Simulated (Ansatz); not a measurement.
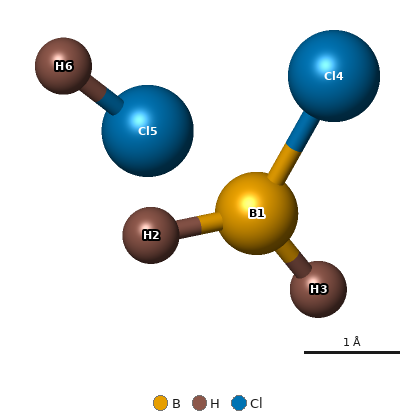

Figure 1. The input geometry (ball-and-stick view, seen at a tilt; atoms are numbered from 1 in the order of the input).

BH3Cl2: nudged elastic band

System: BH3Cl2.
Method: RKS PBE-D4/def2-SVP (Ansatz 0.2.0).

It belongs to a series of runs on one base structure; here: band between the two ends. Figures and captions count atoms from 1; the log counts them from 0 in places.

Input:
```yaml
crystal:
  periodic: [false, false, false]
  atoms:
    - { symbol: B, position_ang: [0.009817, 0.261794, -0.069565] }
    - { symbol: H, position_ang: [0.111723, 0.714385, 1.05075] }
    - { symbol: H, position_ang: [0.961261, 0.013219, -0.776552] }
    - { symbol: Cl, position_ang: [-1.594219, 0.252661, -0.802016] }
    - { symbol: Cl, position_ang: [0.18865, -2.226927, 1.006059] }
    - { symbol: H, position_ang: [-0.652433, -1.914933, 1.946024] }
basis:
  gaussian: { orbitals: def2-SVP }
hamiltonian:
  xc: pbe
  dispersion: d4
neb:
  order_check: false
  images: 7
  f_tol: 0.05
  max_iterations: 60
  final_atoms:
    - { symbol: B, position_ang: [0.00954027, -0.64398971, -0.60817988] }
    - { symbol: H, position_ang: [-0.44334913, 0.31941226, 2.35271475] }
    - { symbol: H, position_ang: [1.04340154, -0.01980619, -0.55653587] }
    - { symbol: Cl, position_ang: [-1.4785595, 0.17707014, -1.01982916] }
    - { symbol: Cl, position_ang: [0.01812092, -2.36246535, -0.28044731] }
    - { symbol: H, position_ang: [-0.1243551, -0.37002215, 2.46697746] }
  initial_path:
    images:
      - { positions_ang: [[0.009817, 0.261794, -0.069565], [0.111723, 0.714385, 1.05075], [0.961261, 0.013219, -0.776552], [-1.594219, 0.252661, -0.802016], [0.18865, -2.226927, 1.006059], [-0.652433, -1.914933, 1.946024]] }
      - { positions_ang: [[0.00295278, 0.19857546, -0.05112382], [0.08206861, 0.53391843, 1.17408122], [0.97299544, 0.02164768, -0.7318145], [-1.60419728, 0.18182303, -0.8302664], [0.08472139, -2.1794106, 0.92080096], [-0.51374193, -1.65635501, 1.87302254]] }
      - { positions_ang: [[-0.00391144, 0.13535692, -0.03268265], [0.05241423, 0.35345187, 1.29741244], [0.98472987, 0.03007636, -0.687077], [-1.61417557, 0.11098507, -0.8585168], [-0.01920723, -2.1318942, 0.83554292], [-0.37505086, -1.39777702, 1.80002109]] }
      - { positions_ang: [[-0.01077566, 0.07213838, -0.01424147], [0.02275984, 0.1729853, 1.42074366], [0.99646431, 0.03850504, -0.6423395], [-1.62415385, 0.0401471, -0.8867672], [-0.12313584, -2.0843778, 0.75028488], [-0.23635979, -1.13919903, 1.72701963]] }
      - { positions_ang: [[-0.01763989, 0.00891983, 0.00419971], [-0.00689455, -0.00748126, 1.54407488], [1.00819874, 0.04693372, -0.597602], [-1.63413213, -0.03069086, -0.9150176], [-0.22706446, -2.0368614, 0.66502683], [-0.09766872, -0.88062103, 1.65401817]] }
      - { positions_ang: [[-0.01084485, -0.15430755, -0.14889519], [-0.11600819, 0.07424212, 1.74623485], [1.01699944, 0.03024874, -0.58733547], [-1.59523897, 0.02124939, -0.94122049], [-0.16576811, -2.11826239, 0.4286583], [-0.10434032, -0.75297131, 1.857258]] }
      - { positions_ang: [[-0.00404981, -0.31753494, -0.30199008], [-0.22512184, 0.1559655, 1.94839482], [1.02580014, 0.01356377, -0.57706893], [-1.55634581, 0.07318964, -0.96742338], [-0.10447177, -2.19966337, 0.19228976], [-0.11101191, -0.62532159, 2.06049782]] }
      - { positions_ang: [[0.00274523, -0.48076232, -0.45508498], [-0.33423548, 0.23768888, 2.15055478], [1.03460084, -0.00312121, -0.5668024], [-1.51745266, 0.12512989, -0.99362627], [-0.04317542, -2.28106436, -0.04407877], [-0.11768351, -0.49767187, 2.26373764]] }
      - { positions_ang: [[0.00954027, -0.64398971, -0.60817988], [-0.44334913, 0.31941226, 2.35271475], [1.04340154, -0.01980619, -0.55653587], [-1.4785595, 0.17707014, -1.01982916], [0.01812092, -2.36246535, -0.28044731], [-0.1243551, -0.37002215, 2.46697746]] }
```

Machine: 1 thread of Arm Neoverse V2, 24 GiB of memory available, shared host.

Command:
```bash
ansatz run input.yaml --threads 1 --pin off --max-ram 2048MiB --backend cpu --events-out ev --progress --plain --runs-dir out
```

Output:
```
Engine: ansatz 0.2.0, aarch64-unknown-linux-gnu
Functional definition: PBE
  parameter kappa = 0.804
  parameter beta = 0.06672455060314922
  exchange = pbe_x(kappa = kappa, mu = beta*pi^2/3)
  correlation = pbe_c(beta = beta)
718 factors; their error is unknown
mean field evaluation 1: about -25749.1420 eV, gradient 2.2e1 eV
mean field evaluation 2: about -25748.2465 eV, gradient 2.8e1 eV
mean field evaluation 4: about -25750.8831 eV, gradient 9.4e-1 eV
mean field evaluation 8: about -25750.8552 eV, gradient 1.2e-2 eV
mean field -25750.85516487 eV, -946.3264727523 hartree, gradient 2.6e-5 eV, S^2 0.000000; 0 other end points of the search recorded, 0 dependent functions left out
the calculation of the forces begins
reference -25750.85519328 eV, -946.3264737966 hartree; 21, 21 occupied and 44, 44 virtual orbitals, 718 factors
718 factors; their error is unknown
mean field evaluation 16: about -25749.4928 eV, gradient 2.7e1 eV
mean field -25751.63444224 eV, -946.3551106676 hartree, gradient 1.2e-5 eV, S^2 0.000000; 0 other end points of the search recorded, 0 dependent functions left out
[... from here on the field's lines of each further geometry are left out, up to the last ...]
NEB iter   1: max|band force component| = 4.040e0 eV/Å  barrier→ = 1.8407 eV  barrier← = 2.6220 eV  Δτ_max = 0.2000 Å  (218 SCF iters)
NEB iter   2: max|band force component| = 2.004e0 eV/Å  barrier→ = 0.7180 eV  barrier← = 1.4993 eV  Δτ_max = 0.1937 Å  (216 SCF iters)
NEB iter   3: max|band force component| = 1.323e0 eV/Å  barrier→ = 0.2803 eV  barrier← = 1.0616 eV  Δτ_max = 0.1654 Å  (200 SCF iters)
NEB iter   4: max|band force component| = 4.246e0 eV/Å  barrier→ = 0.4176 eV  barrier← = 1.1989 eV  Δτ_max = 0.0818 Å  (194 SCF iters)
NEB iter   5: max|band force component| = 1.999e0 eV/Å  barrier→ = 0.2904 eV  barrier← = 1.0717 eV  Δτ_max = 0.1657 Å  (183 SCF iters)
NEB iter   6: max|band force component| = 1.995e0 eV/Å  barrier→ = 0.2251 eV  barrier← = 1.0064 eV  Δτ_max = 0.0829 Å  (189 SCF iters)
NEB iter   7: max|band force component| = 7.449e-1 eV/Å  barrier→ = 0.2689 eV  barrier← = 1.0502 eV  Δτ_max = 0.1570 Å  (180 SCF iters)
NEB iter   8: max|band force component| = 2.187e0 eV/Å  barrier→ = 0.2378 eV  barrier← = 1.0191 eV  Δτ_max = 0.0820 Å  (185 SCF iters)
NEB iter   9: max|band force component| = 5.040e-1 eV/Å  barrier→ = 0.2516 eV  barrier← = 1.0329 eV  CI = image 4  Δτ_max = 0.1152 Å  (176 SCF iters)
NEB iter  10: max|band force component| = 3.511e-1 eV/Å  barrier→ = 0.3018 eV  barrier← = 1.0831 eV  CI = image 4  Δτ_max = 0.0643 Å  (178 SCF iters)
NEB iter  11: max|band force component| = 1.985e-1 eV/Å  barrier→ = 0.3146 eV  barrier← = 1.0959 eV  CI = image 4  Δτ_max = 0.1600 Å  (178 SCF iters)
NEB iter  12: max|band force component| = 9.532e-1 eV/Å  barrier→ = 0.3156 eV  barrier← = 1.0969 eV  CI = image 4  Δτ_max = 0.0795 Å  (183 SCF iters)
NEB iter  13: max|band force component| = 3.094e-1 eV/Å  barrier→ = 0.3143 eV  barrier← = 1.0956 eV  CI = image 4  Δτ_max = 0.0710 Å  (175 SCF iters)
NEB iter  14: max|band force component| = 7.961e-2 eV/Å  barrier→ = 0.3132 eV  barrier← = 1.0945 eV  CI = image 4  Δτ_max = 0.0135 Å  (168 SCF iters)
the calculation of the forces begins
reference -25751.59376301 eV, -946.3536157334 hartree; 21, 21 occupied and 44, 44 virtual orbitals, 718 factors
718 factors; their error is unknown
mean field evaluation 896: about -25750.5588 eV, gradient 1.1e0 eV
mean field -25750.53002424 eV, -946.3145240545 hartree, gradient 1.0e-5 eV, S^2 0.000000; 1 other end points of the search recorded, 0 dependent functions left out
the calculation of the forces begins
reference -25750.53004928 eV, -946.3145249748 hartree; 21, 21 occupied and 44, 44 virtual orbitals, 718 factors
NEB iter  15: max|band force component| = 4.861e-2 eV/Å  barrier→ = 0.3131 eV  barrier← = 1.0944 eV  CI = image 4  Δτ_max = 0.0000 Å  (341 SCF iters)
```

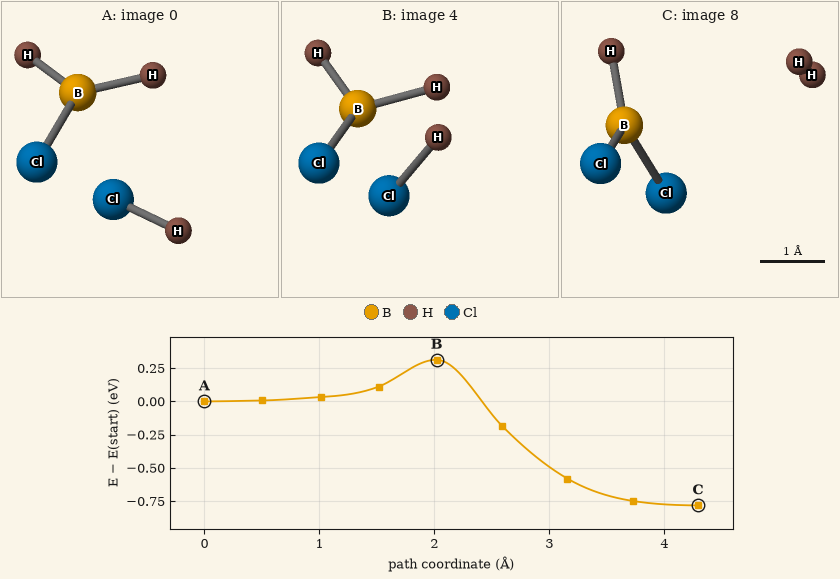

Figure 2. Images of the last band (counted from 0; ball-and-stick, seen at a tilt) above the energy along the path; the line is a cubic interpolation that uses the forces. The highest image is number 4, 0.313 eV above the start and 1.094 eV above the end (the climbing image); the end lies 0.781 eV below the start. The path is 4.29 Å long. The band converged in 15 iterations.

```
Total energy: -25750.64228222 eV, -946.3186494594 hartree
Atom 0 at    -0.093049    -0.183879     0.083972 Å, force     0.015669    -0.026757     0.003879 eV/Å
Atom 1 at    -0.106342     0.235629     1.307915 Å, force    -0.006345     0.000142     0.003313 eV/Å
Atom 2 at     0.990041    -0.013140    -0.419409 Å, force    -0.000704     0.006041    -0.000666 eV/Å
Atom 3 at    -1.601528     0.194522    -0.756483 Å, force    -0.008661     0.000588    -0.004983 eV/Å
Atom 4 at    -0.045291    -2.241338     0.730599 Å, force    -0.009285     0.017750    -0.007849 eV/Å
Atom 5 at    -0.119032    -0.891595     1.408106 Å, force     0.009326     0.002236     0.006306 eV/Å
Dipole moment:     0.094266     0.046481     0.280040 e Å
this run last wrote the band of iteration 15 to [file]
```

The last band as extended XYZ (Å, eV, eV/Å):
```
6
Properties=species:S:1:pos:R:3:forces:R:3 image=0 energy=-25750.95539
B     0.0098    0.2618   -0.0696    0.0088   0.0007   0.0054
H     0.1117    0.7144    1.0508    0.0019   0.0018   0.0000
H     0.9613    0.0132   -0.7766   -0.0024  -0.0021  -0.0026
Cl   -1.5942    0.2527   -0.8020   -0.0067  -0.0030   0.0012
Cl    0.1887   -2.2269    1.0061   -0.0065   0.0072   0.0157
H    -0.6524   -1.9149    1.9460    0.0048  -0.0045  -0.0196
6
Properties=species:S:1:pos:R:3:forces:R:3 image=1 energy=-25750.94792
B    -0.0376    0.2495   -0.0738    0.0095  -0.0020   0.0016
H    -0.0320    0.6197    1.0822    0.0021   0.0087  -0.0033
H     0.9713    0.0182   -0.7016   -0.0012   0.0017  -0.0049
Cl   -1.5642    0.3242   -0.9446   -0.0060  -0.0007  -0.0012
Cl    0.0059   -2.3266    0.9293    0.0043   0.0072  -0.0018
H    -0.3187   -1.7848    2.0633   -0.0087  -0.0149   0.0096
6
Properties=species:S:1:pos:R:3:forces:R:3 image=2 energy=-25750.92262
B    -0.0770    0.2079   -0.0299    0.0087   0.0166  -0.0025
H    -0.1150    0.4885    1.1542   -0.0037   0.0150  -0.0099
H     0.9587    0.0102   -0.6224   -0.0047   0.0058  -0.0143
Cl   -1.5730    0.3201   -0.9327   -0.0034   0.0103  -0.0137
Cl   -0.0442   -2.4555    0.9700    0.0030  -0.0113   0.0043
H    -0.1247   -1.4710    1.8155    0.0000  -0.0365   0.0360
6
Properties=species:S:1:pos:R:3:forces:R:3 image=3 energy=-25750.84389
B    -0.0849    0.0821    0.0460   -0.0007   0.1946  -0.0288
H    -0.1207    0.3612    1.2427   -0.0135   0.0780  -0.0358
H     0.9738   -0.0224   -0.5243   -0.0118   0.0104  -0.0626
Cl   -1.5884    0.2331   -0.8375    0.0058   0.0356  -0.0462
Cl   -0.0421   -2.3691    0.9157    0.0132  -0.0913   0.1069
H    -0.1130   -1.1848    1.5121    0.0069  -0.2273   0.0665
6
Properties=species:S:1:pos:R:3:forces:R:3 image=4 energy=-25750.64226
B    -0.0930   -0.1839    0.0840    0.0157  -0.0268   0.0039
H    -0.1063    0.2356    1.3079   -0.0063   0.0001   0.0033
H     0.9900   -0.0131   -0.4194   -0.0007   0.0060  -0.0007
Cl   -1.6015    0.1945   -0.7565   -0.0087   0.0006  -0.0050
Cl   -0.0453   -2.2413    0.7306   -0.0093   0.0177  -0.0078
H    -0.1190   -0.8916    1.4081    0.0093   0.0022   0.0063
6
Properties=species:S:1:pos:R:3:forces:R:3 image=5 energy=-25751.13856
B    -0.0799   -0.4664    0.0049    0.0042  -0.5136  -0.1761
H    -0.1351    0.2074    1.4428    0.0043   0.0243   0.1621
H     0.9745    0.0499   -0.2990   -0.0337  -0.0163   0.1179
Cl   -1.5707    0.2011   -0.7115    0.0452  -0.0595   0.0739
Cl   -0.0193   -2.2829    0.3779   -0.0059  -0.0404  -0.4491
H    -0.1447   -0.6088    1.5396   -0.0140   0.6055   0.2713
6
Properties=species:S:1:pos:R:3:forces:R:3 image=6 energy=-25751.53480
B    -0.0554   -0.5714   -0.2435    0.0613  -0.1616  -0.2151
H    -0.1999    0.2498    1.7348   -0.0251   0.0964   0.2253
H     0.9790    0.0523   -0.2844   -0.0119  -0.0246  -0.0229
Cl   -1.5469    0.1926   -0.7671   -0.0310  -0.0177  -0.0634
Cl   -0.0079   -2.3102    0.0844   -0.0140  -0.0264  -0.1909
H    -0.1441   -0.5129    1.8305    0.0207   0.1339   0.2670
6
Properties=species:S:1:pos:R:3:forces:R:3 image=7 energy=-25751.70300
B    -0.0271   -0.6147   -0.4410    0.0127  -0.0189  -0.0466
H    -0.3090    0.2943    2.0532   -0.0149   0.0196   0.0713
H     0.9967    0.0224   -0.3691   -0.0002  -0.0098  -0.0297
Cl   -1.5155    0.1831   -0.9006   -0.0003  -0.0117  -0.0300
Cl    0.0012   -2.3398   -0.1304   -0.0069  -0.0029  -0.0454
H    -0.1214   -0.4451    2.1426    0.0095   0.0237   0.0805
6
Properties=species:S:1:pos:R:3:forces:R:3 image=8 energy=-25751.73669
B     0.0095   -0.6440   -0.6082    0.0196   0.0105   0.0035
H    -0.4433    0.3194    2.3527   -0.0031   0.0016   0.0009
H     1.0434   -0.0198   -0.5565   -0.0079  -0.0064  -0.0047
Cl   -1.4786    0.1771   -1.0198   -0.0056  -0.0025  -0.0023
Cl    0.0181   -2.3625   -0.2804   -0.0050  -0.0018  -0.0019
H    -0.1244   -0.3700    2.4670    0.0021  -0.0014   0.0046
```

Summary:

| quantity | value |
| --- | --- |
| outcome | converged |
| barrier, forward | 0.313 eV |
| barrier, backward | 1.094 eV |
| wall time | 2 min |
| peak memory | 0.11 GiB |

Notes:

The order of the saddle point was not checked.
